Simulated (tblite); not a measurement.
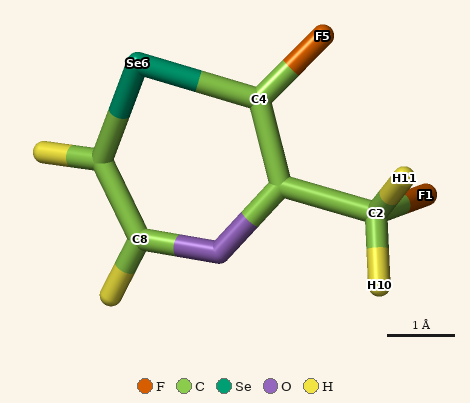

Figure 1. The structure as given in the input (stick view, seen at a tilt; atoms are numbered from 1 in the order of the input). Bond lengths as drawn: C–C 1.32 to 1.51 Å, C–F 1.36 to 1.39 Å, C–H 1.08 to 1.10 Å, C–O 1.40 Å and C–Se 1.91 Å.

# Geometry relaxation, with input and output: C5H4F2OSe

- system: C5H4F2OSe
- method: GFN2-xTB geometry optimisation, gas phase (tblite 0.8.0)

**The program's output**
```
step      E/eV     max force
  0    -799.36934    1.621
  1    -799.44631    0.879
  2    -799.52119    0.926
  3    -799.58213    0.859
  4    -799.62541    0.560
  5    -799.64800    0.316
  6    -799.66309    0.300
  7    -799.67279    0.288
  8    -799.67832    0.213
  9    -799.68416    0.277
 10    -799.69153    0.279
 11    -799.69879    0.224
 12    -799.70366    0.171
 13    -799.70751    0.178
 14    -799.71131    0.190
 15    -799.71517    0.168
 16    -799.71823    0.147
 17    -799.72039    0.113
 18    -799.72222    0.127
 19    -799.72391    0.120
 20    -799.72529    0.123
 21    -799.72635    0.098
 22    -799.72724    0.088
 23    -799.72811    0.095
 24    -799.72908    0.095
 25    -799.73008    0.100
 26    -799.73098    0.083
 27    -799.73171    0.072
 28    -799.73226    0.056
 29    -799.73265    0.059
 30    -799.73299    0.068
 31    -799.73346    0.074
 32    -799.73404    0.073
 33    -799.73460    0.066
 34    -799.73500    0.050
 35    -799.73528    0.054
 36    -799.73560    0.057
 37    -799.73605    0.055
 38    -799.73650    0.067
 39    -799.73688    0.063
 40    -799.73724    0.069
 41    -799.73768    0.067
 42    -799.73815    0.054
 43    -799.73854    0.043
 44    -799.73877    0.036
 45    -799.73877    0.036
 46    -799.73886    0.032
 47    -799.73927    0.035
 48    -799.73933    0.035
 49    -799.73959    0.047
 50    -799.73989    0.050
 51    -799.74006    0.033
 52    -799.74018    0.034
 53    -799.74031    0.042
 54    -799.74046    0.038
 55    -799.74060    0.040
 56    -799.74069    0.025
 57    -799.74075    0.022
 58    -799.74081    0.022
 59    -799.74086    0.029
 60    -799.74093    0.032
 61    -799.74101    0.026
 62    -799.74109    0.030
 63    -799.74117    0.028
 64    -799.74123    0.021
 65    -799.74129    0.021
 66    -799.74135    0.025
 67    -799.74142    0.021
 68    -799.74149    0.020
 69    -799.74156    0.025
 70    -799.74163    0.028
 71    -799.74170    0.026
 72    -799.74175    0.020
 73    -799.74180    0.023
 74    -799.74184    0.026
 75    -799.74191    0.030
 76    -799.74198    0.024
 77    -799.74204    0.022
 78    -799.74211    0.021
 79    -799.74216    0.027
 80    -799.74221    0.022
 81    -799.74224    0.015
 82    -799.74227    0.013
 83    -799.74231    0.018
 84    -799.74234    0.020
 85    -799.74238    0.013
 86    -799.74241    0.014
 87    -799.74244    0.015
 88    -799.74246    0.014
 89    -799.74249    0.012
 90    -799.74251    0.014
 91    -799.74253    0.012
 92    -799.74255    0.012
 93    -799.74256    0.009
 94    -799.74257    0.007
 95    -799.74257    0.006
 96    -799.74257    0.005
 97    -799.74258    0.005
 98    -799.74258    0.003
```

**Trajectory as extended XYZ (Å, eV, eV/Å), 8 of the 12 frames kept, from step=0 to step=98**
```
13
Properties=species:S:1:pos:R:3:forces:R:3 step=0 energy=-799.36934
F    -2.4992   -0.7888    0.8829   -0.1220   0.2020  -0.5950
C    -2.0520   -0.3006   -0.3378    0.3260  -0.6890  -0.0050
C    -0.5931    0.0699   -0.2026    0.8800   0.1260   0.1120
C    -0.2498    1.1910    0.4470   -0.4090  -0.1120  -0.0660
F    -1.1834    1.9294    1.1055    0.7390  -0.3220  -0.5730
Se    1.5371    1.8599    0.3653    0.1710   0.4280   0.6250
C     2.3025    0.1084    0.3057    0.3120  -0.0790  -0.1270
C     1.6919   -0.8833   -0.3205   -1.3450   0.8660   0.2650
O     0.3579   -0.8035   -0.7485   -0.0520  -0.3340  -0.2070
H    -2.1707   -1.0970   -1.0937    0.0360   0.0960   0.3340
H    -2.6586    0.5707   -0.6361    0.1570  -0.2050   0.3960
H     3.2968   -0.0445    0.7012   -0.0670   0.2900  -0.0470
H     2.2162   -1.8111   -0.4860   -0.6250  -0.2660  -0.1120
13
Properties=species:S:1:pos:R:3:forces:R:3 step=17 energy=-799.72039
F    -2.4570   -0.8465    0.8585    0.0200  -0.0660  -0.0160
C    -1.9985   -0.3400   -0.3342   -0.0320   0.0500   0.0070
C    -0.5627    0.0996   -0.2100   -0.0530  -0.0550   0.0000
C    -0.2094    1.2248    0.4075    0.0080  -0.0320  -0.0380
F    -1.1454    2.0280    0.9280    0.0140   0.0490  -0.0160
Se    1.5747    1.8624    0.6684   -0.0040   0.0790   0.0150
C     2.2813    0.1279    0.2676    0.0320  -0.0360   0.0660
C     1.5952   -0.8471   -0.3030    0.0320   0.0080  -0.0470
O     0.3059   -0.8222   -0.7444   -0.0560  -0.0900   0.0360
H    -2.0693   -1.1377   -1.0809   -0.0250   0.0360   0.0500
H    -2.6492    0.5036   -0.5797   -0.0240   0.0080  -0.0410
H     3.2968   -0.0296    0.5789    0.1010   0.0060   0.0510
H     2.0332   -1.8229   -0.4745   -0.0130   0.0410  -0.0660
13
Properties=species:S:1:pos:R:3:forces:R:3 step=26 energy=-799.73098
F    -2.4485   -0.8830    0.8521   -0.0340   0.0050   0.0200
C    -2.0074   -0.3398   -0.3308   -0.0140   0.0110   0.0020
C    -0.5719    0.1003   -0.1954   -0.0260  -0.0360   0.0010
C    -0.2078    1.2382    0.3908    0.0080  -0.0260   0.0140
F    -1.1334    2.0858    0.8562   -0.0420   0.0360  -0.0110
Se    1.5789    1.8435    0.7244   -0.0230   0.0770   0.0190
C     2.2873    0.1156    0.2927   -0.0010   0.0050  -0.0140
C     1.5980   -0.8439   -0.3009    0.0210  -0.0490   0.0160
O     0.2914   -0.8502   -0.6839   -0.0170  -0.0520  -0.0500
H    -2.0758   -1.1290   -1.0846    0.0150   0.0090  -0.0300
H    -2.6751    0.4931   -0.5687    0.0330   0.0310   0.0390
H     3.3168   -0.0282    0.5668    0.0440  -0.0130   0.0000
H     2.0430   -1.8020   -0.5364    0.0350   0.0010  -0.0050
13
Properties=species:S:1:pos:R:3:forces:R:3 step=44 energy=-799.73877
F    -2.4753   -0.9178    0.8247   -0.0160  -0.0080  -0.0110
C    -2.0149   -0.3285   -0.3294   -0.0110  -0.0040  -0.0090
C    -0.5691    0.0622   -0.1687   -0.0150  -0.0040   0.0310
C    -0.2125    1.2178    0.3879    0.0120  -0.0070   0.0250
F    -1.1511    2.0977    0.7665    0.0070   0.0040  -0.0050
Se    1.5569    1.8293    0.7822    0.0300  -0.0020  -0.0190
C     2.2935    0.1248    0.2848    0.0040  -0.0080  -0.0040
C     1.6113   -0.8606   -0.2756   -0.0130   0.0070  -0.0120
O     0.2887   -0.9221   -0.5971   -0.0190   0.0060   0.0040
H    -2.1180   -1.0690   -1.1268    0.0200  -0.0070  -0.0190
H    -2.6444    0.5466   -0.5123   -0.0090  -0.0030   0.0040
H     3.3432    0.0140    0.4956    0.0080   0.0080  -0.0050
H     2.0872   -1.7939   -0.5496    0.0010   0.0170   0.0210
13
Properties=species:S:1:pos:R:3:forces:R:3 step=53 energy=-799.74031
F    -2.4954   -0.9326    0.8105    0.0160   0.0010  -0.0050
C    -2.0175   -0.3302   -0.3294    0.0040  -0.0030  -0.0070
C    -0.5731    0.0622   -0.1536   -0.0040  -0.0090   0.0120
C    -0.2093    1.2165    0.4008   -0.0100   0.0220  -0.0130
F    -1.1409    2.1064    0.7733   -0.0120  -0.0110   0.0120
Se    1.5645    1.8352    0.7679    0.0150  -0.0120  -0.0020
C     2.2963    0.1271    0.2786    0.0200   0.0170   0.0070
C     1.6087   -0.8586   -0.2733   -0.0270  -0.0310  -0.0070
O     0.2844   -0.9218   -0.5864   -0.0150   0.0040   0.0210
H    -2.1014   -1.0645   -1.1350   -0.0020  -0.0090  -0.0200
H    -2.6509    0.5414   -0.5150    0.0120   0.0140   0.0040
H     3.3467    0.0133    0.4846    0.0060   0.0160  -0.0080
H     2.0836   -1.7940   -0.5408   -0.0040   0.0020   0.0060
13
Properties=species:S:1:pos:R:3:forces:R:3 step=71 energy=-799.74170
F    -2.5082   -0.9599    0.7812    0.0020  -0.0080  -0.0030
C    -2.0180   -0.3263   -0.3357   -0.0040   0.0010   0.0010
C    -0.5745    0.0557   -0.1358   -0.0060  -0.0150   0.0050
C    -0.2106    1.2133    0.4113   -0.0010   0.0080   0.0020
F    -1.1423    2.1063    0.7767    0.0050  -0.0010  -0.0140
Se    1.5658    1.8366    0.7623    0.0030   0.0120   0.0010
C     2.3007    0.1346    0.2600    0.0120   0.0070   0.0220
C     1.6068   -0.8670   -0.2541   -0.0090  -0.0120  -0.0150
O     0.2784   -0.9420   -0.5435   -0.0100   0.0030   0.0080
H    -2.0974   -1.0352   -1.1649   -0.0020  -0.0080  -0.0030
H    -2.6442    0.5541   -0.5015   -0.0010   0.0120   0.0060
H     3.3572    0.0347    0.4385    0.0110   0.0030   0.0050
H     2.0820   -1.8045   -0.5123    0.0010  -0.0020  -0.0140
13
Properties=species:S:1:pos:R:3:forces:R:3 step=80 energy=-799.74221
F    -2.5176   -0.9799    0.7660    0.0090  -0.0030   0.0060
C    -2.0203   -0.3251   -0.3353    0.0010   0.0000   0.0030
C    -0.5755    0.0474   -0.1242   -0.0040  -0.0040  -0.0040
C    -0.2105    1.2105    0.4105   -0.0040   0.0100   0.0030
F    -1.1413    2.1125    0.7560    0.0010   0.0040  -0.0080
Se    1.5646    1.8357    0.7654    0.0050   0.0040   0.0110
C     2.3035    0.1355    0.2612    0.0040   0.0080  -0.0020
C     1.6093   -0.8697   -0.2459   -0.0130  -0.0120  -0.0130
O     0.2776   -0.9558   -0.5169   -0.0150  -0.0020   0.0030
H    -2.1051   -1.0165   -1.1789    0.0130   0.0010  -0.0060
H    -2.6395    0.5639   -0.4827   -0.0040  -0.0010   0.0020
H     3.3639    0.0451    0.4221    0.0010  -0.0030   0.0040
H     2.0865   -1.8031   -0.5151    0.0070  -0.0030   0.0010
13
Properties=species:S:1:pos:R:3:forces:R:3 step=98 energy=-799.74258
F    -2.5118   -1.0027    0.7552    0.0010   0.0000  -0.0030
C    -2.0204   -0.3246   -0.3347    0.0020   0.0010  -0.0010
C    -0.5769    0.0476   -0.1166    0.0010  -0.0010   0.0000
C    -0.2103    1.2145    0.4086   -0.0010   0.0010   0.0000
F    -1.1387    2.1277    0.7307    0.0000   0.0000   0.0000
Se    1.5649    1.8311    0.7802    0.0010   0.0020  -0.0010
C     2.3030    0.1351    0.2599    0.0010   0.0000   0.0000
C     1.6068   -0.8725   -0.2401   -0.0020  -0.0010   0.0000
O     0.2724   -0.9645   -0.4935   -0.0020  -0.0020  -0.0010
H    -2.1009   -1.0006   -1.1912   -0.0010   0.0000   0.0010
H    -2.6441    0.5637   -0.4651   -0.0010  -0.0010   0.0020
H     3.3659    0.0486    0.4061    0.0020   0.0000   0.0020
H     2.0858   -1.8029   -0.5171    0.0000   0.0000   0.0000
```

The run was set up as follows.

**The input**
```
{"job": {"xc": "GFN2-xTB", "basis": "xTB", "kind": "relax"}, "charge": 0, "multiplicity": 1}
F     -2.499200    -0.788800     0.882900
C     -2.052000    -0.300600    -0.337800
C     -0.593100     0.069900    -0.202600
C     -0.249800     1.191000     0.447000
F     -1.183400     1.929400     1.105500
Se     1.537100     1.859900     0.365300
C      2.302500     0.108400     0.305700
C      1.691900    -0.883300    -0.320500
O      0.357900    -0.803500    -0.748500
H     -2.170700    -1.097000    -1.093700
H     -2.658600     0.570700    -0.636100
H      3.296800    -0.044500     0.701200
H      2.216200    -1.811100    -0.486000
```

The first line tells a small driver script what to run in tblite; the rest is the geometry in Å.

Command:
```bash
OMP_NUM_THREADS=1 python <driver script> task.json out
```

**Results in brief**

- outcome: converged
- total energy: −799.7426 eV
- hardware: 1 CPU thread, shared host
- peak memory: 1.2 GiB
